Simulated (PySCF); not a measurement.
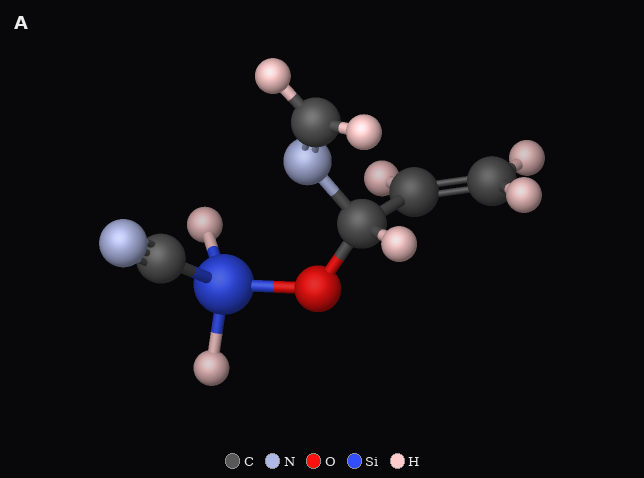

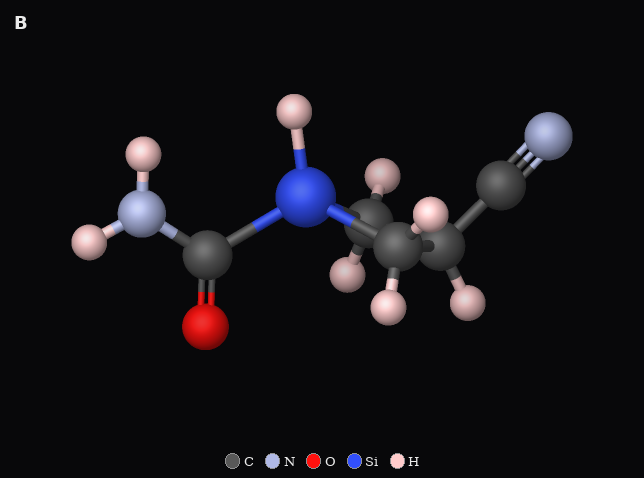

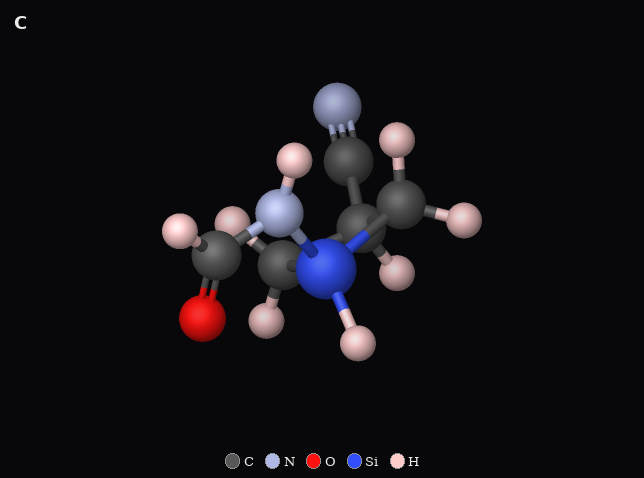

3 stationary structures of one formula. Geometries: GFN2-xTB. Electronic energies: PBE0/pcSseg-1 (PySCF 2.14.0), without zero-point energy. No frequency run is at hand to confirm each as a minimum. Each is one conformer, not always the lowest.

### How are they related?

They are constitutional isomers of C5H8N2OSi: A `C=C[C@@H](N=C)O[SiH2]C#N`, B `N#C[C@H]1C[Si@H](C(N)=O)C1`, C `N#C[C@H]1C[Si@@H](NC=O)C1`.

### Which is lowest in energy, and by how much?

C is lowest; B lies 57.1 kJ/mol above it, A lies 129.2 kJ/mol above it.

The geometry is semi-empirical. Around Si such bond lengths and angles can be off by a tenth of an ångström or more and by several degrees, and values that hang on the shape move with them.
